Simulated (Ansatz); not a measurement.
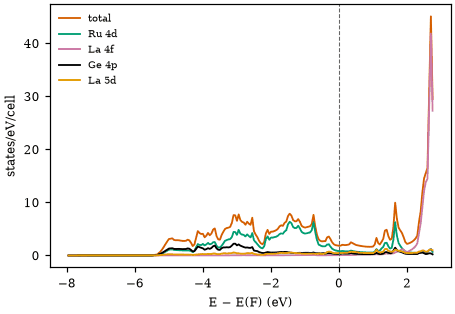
*Total and projected density of states of LaGe2Ru2 in space group I4/mmm (No. 139; La on 2a, Ge on 4e, Ru on 4d), DFT-r²SCAN in the program Ansatz with PAW potentials*

### Question
Which orbitals carry the states next to the Fermi level?

### Answer
Within 0.5 eV of the Fermi level: Ru 4d 49 %, La 5d 23 %, Ge 4p 16 %. Projections are on Löwdin-orthogonalised atomic valence shells; empty p or d shells of many metals are not among them.

### Question
Where is the tallest occupied peak in this window, and what makes it?

### Answer
Near -1.4 eV, about 7.9 states/eV per cell; the largest projected share is Ru 4d.

The first step of the workflow began from a Materials Project structure, measured or hypothetical; the Crystallography Open Database copy checked does not list it. Its standing as an ambient phase is unchecked. Symmetry was held in the r²SCAN relaxation; whether a distortion lowers the energy is not shown. The run is not spin-polarised. Spin–orbit coupling is left out wherever it is not named.

Potentials: the earlier of the program's two PAW sets.
